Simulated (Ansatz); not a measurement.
# Calculations on BH$_{3}$OF$_{2}$

Part 1: Relaxation

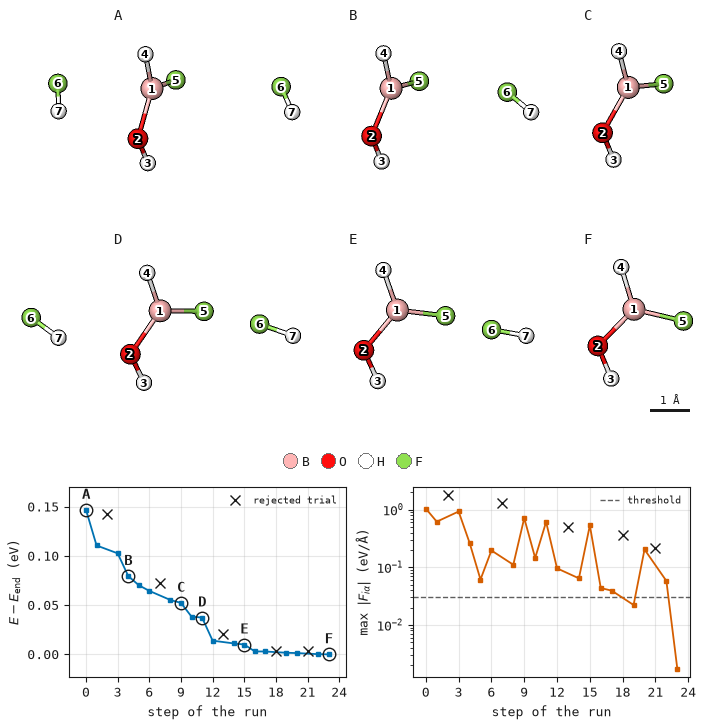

Frames of a relaxation of BH₃OF₂, marked on the history of the run. Style: ball-and-stick. Shown face on.

The run prepares an end point of a later path (reaction) calculation, from a guessed geometry.

The calculation used Ansatz 0.2.0, RHF/def2-SVP. (no spin polarisation; force threshold 0.03 eV/Å; at most 50 steps)

Describe the path.

Answer. After 18 accepted moves (23 points after the start) the energy has fallen by 0.147 eV. Largest force component: 1 eV/Å at the start, 0.0017 eV/Å at the end. The line search rejected the trial steps at points 2, 7, 13, 18, 21 of the run. The forces were under the threshold at step 19, but the run went on from there. F5 moves most after the best rigid fit: 1.40 Å. Largest moves by element: F 1.40 Å, O 0.81 Å, H 0.57 Å, B 0.33 Å. Among the contacts that change: B1–O2 1.374 → 1.347 Å. Among the angles between lasting bonds that change: B1–O2–H3 112.8° → 115.1°. From step 0 to 4: F6 moves most (0.31 Å), energy −0.067 eV. From step 4 to 9: F atoms move most (0.28 Å), energy −0.027 eV. From step 9 to 11: F5 moves most (0.35 Å), energy −0.015 eV. From step 11 to 15: F5 moves most (0.32 Å), energy −0.027 eV. From step 15 to 23: F5 moves most (0.29 Å), energy −0.010 eV.

Limits of the set-up: the start holds two separate molecules, 2.2 Å apart at their closest, whose relative position is a soft coordinate and is computed without a dispersion correction; Hartree-Fock leaves out electron correlation.

Part 2: Relaxation

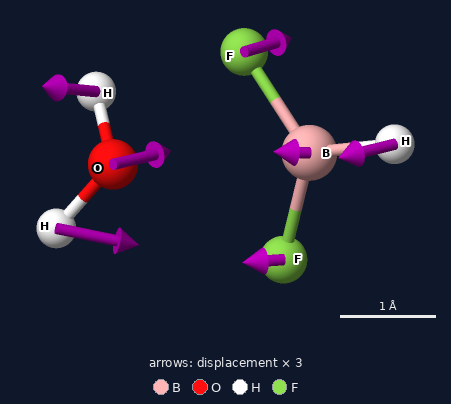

A relaxation of BH₃OF₂. The starting structure is drawn; purple arrows show the displacements, 3 times their true length. The two geometries are superimposed by the best rigid fit.

A ball-and-stick model, seen at a tilt.

The run prepares an end point of a later path (reaction) calculation, from a guessed geometry.

Computed with RHF/def2-SVP in Ansatz.

The input:
```yaml
crystal:
  periodic: [false, false, false]
  atoms:
    - { symbol: B, position_ang: [0.06888, 0.412596, -0.459463] }
    - { symbol: O, position_ang: [-0.046378, -0.07067, 2.098949] }
    - { symbol: H, position_ang: [-0.930427, -0.307638, 2.344537] }
    - { symbol: H, position_ang: [1.065534, -0.14857, -0.773648] }
    - { symbol: F, position_ang: [-1.111266, -0.090153, -0.71033] }
    - { symbol: F, position_ang: [0.103897, 1.629834, 0.045273] }
    - { symbol: H, position_ang: [-0.049239, 0.896801, 2.037782] }
basis:
  gaussian: { orbitals: def2-SVP }
hamiltonian:
  xc: hf
relax:
  f_tol: 0.03
  max_steps: 50
```

Launched with:
```bash
ansatz run input.yaml --threads 1 --pin off --max-ram 2048MiB --backend cpu --events-out ev --progress --plain --runs-dir out
```

Q: What happened in the run?

A: H3 moves most after the best rigid fit: 0.31 Å. By element the largest moves are H 0.31 Å, O 0.29 Å, F 0.25 Å, B 0.14 Å. Near-neighbour distances that change, for instance: B1–O2 2.606 → 2.188 Å, O2–H7 0.969 → 0.947 Å, B1–F5 1.307 → 1.321 Å. After 8 accepted moves (9 points after the start) the energy has fallen by 0.119 eV. Largest force component: 1.3 eV/Å at the start, 0.0085 eV/Å at the end. The line search rejected the trial step at point 1 of the run. Cost: 9.6 s on 1 thread of Arm Neoverse V2, on a shared host, peak memory 0.12 GiB.

Limits of the set-up: Hartree-Fock leaves out electron correlation.

Part 3: Path

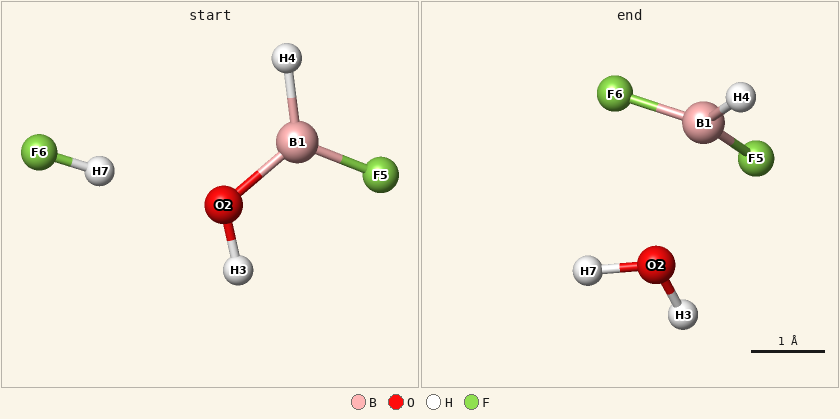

The two relaxed end points of a path for BH$_{3}$OF$_{2}$. A ball-and-stick model, seen at a tilt.

Computed with Ansatz, RHF/def2-SVP.

Set-up: 5 movable images; climbing image; force threshold 0.05 eV/Å; iteration limit 60.

Start:
```xyz
7

B    -0.1819   -0.4806   -0.0871
O    -0.4340    0.1980    1.0483
H    -1.0767   -0.2004    1.6208
H     0.6089   -0.0676   -0.8729
F    -0.8254   -1.6066   -0.3098
F     0.6916    2.6426    1.6859
H     0.3185    1.8367    1.4980
```

End:
```xyz
7

B     0.0919    0.3230   -0.3178
O    -0.0937    0.1601    1.8565
H    -0.9038   -0.2752    2.0846
H     1.1181   -0.2681   -0.4138
F    -1.0566   -0.2833   -0.5575
F     0.0761    1.6435   -0.3170
H    -0.1311    1.0222    2.2479
```

Q: What barrier does the band find between them, and by what path?

A: The highest point, image 4, lies 30.4 kcal/mol above the start and 34.8 kcal/mol above the end; the end is at −4.4 kcal/mol relative to the start. Breaking: B1–O2 (1.35 → 1.49 at the top → 2.19 Å), F6–H7 (0.91 → 1.12 at the top → 2.65 Å). Forming: B1–F6 (3.70 → 1.65 at the top → 1.32 Å), O2–H7 (1.86 → 1.22 at the top → 0.95 Å). The band converged in 19 iterations. The largest component of the band force went from 22 to 0.042 eV/Å. The climbing image converged on the top of the path. Its vibrational analysis gives one imaginary mode (1575i cm⁻¹), as a transition state must have.

Energies of the converged images:

```tsv
image	path (Å)	E (kcal/mol)
0	0.00	0.0
1	0.79	0.4
2	1.58	1.3
3	2.37	4.7
4	3.16	30.4
5	3.83	-0.8
6	4.50	-4.4
```

The geometry at the top of the path:

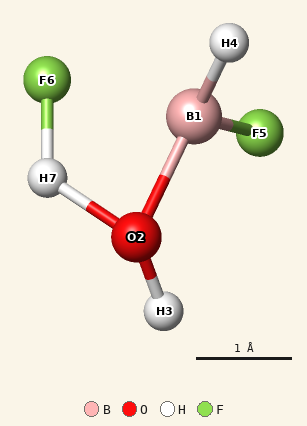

Limits of the set-up: Hartree-Fock leaves out electron correlation.

The run took 62 s on 1 thread of Arm Neoverse V2 (shared host), peak memory 0.12 GiB.
